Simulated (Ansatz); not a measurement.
Band structure of CoGa (Pm-3m, 2 atoms in the cell).

```xyz
2
Lattice="2.8800 0.0000 0.0000 0.0000 2.8800 0.0000 0.0000 0.0000 2.8800" Properties=species:S:1:pos:R:3 pbc="T T T"
Ga     1.4400     1.4400     1.4400
Co     0.0000     0.0000     0.0000
```

Method: PBE (plane waves, PAW; Ansatz, a quantum-chemistry and plane-wave program).

Settings: kpoints.mp_grid.grid = 8 8 8; hamiltonian.xc = pbe; hamiltonian.pseudopotentials = {kind: paw} (the program's default PAW files); scf.occupations.method = fermi_dirac; scf.occupations.width = 0.1 eV; kpoints.band_path.npoints = 8.

The starting cell has typed, rounded lattice constants, without a prior relaxation at this level. Spin polarisation is off.

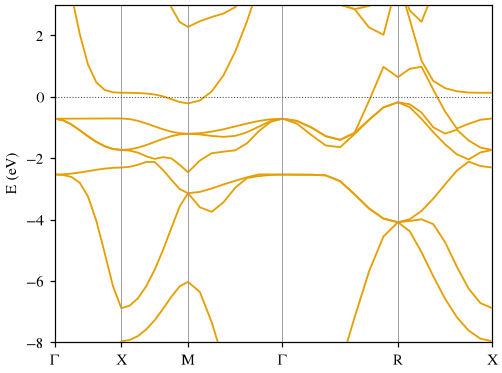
*Bands along the path, energies from the Fermi level.*

Levels in eV from the Fermi level, bands 12 to 18:
| point | 12 | 13 | 14 | 15 | 16 | 17 | 18 |
|---|---|---|---|---|---|---|---|
| Γ | -2.54 | -0.72 | -0.72 | -0.72 | 5.17 | 5.17 | 5.17 |
| X | -2.31 | -1.73 | -1.73 | -0.71 | 0.13 | 10.61 | 10.61 |
| M | -3.14 | -2.46 | -1.21 | -1.21 | -0.22 | 2.27 | 3.14 |
| R | -4.09 | -0.18 | -0.18 | 0.64 | 3.81 | 3.81 | 3.81 |

Bands cross the Fermi level along this path, so the cell is metallic at this level.

Keys are those of Ansatz 0.2.
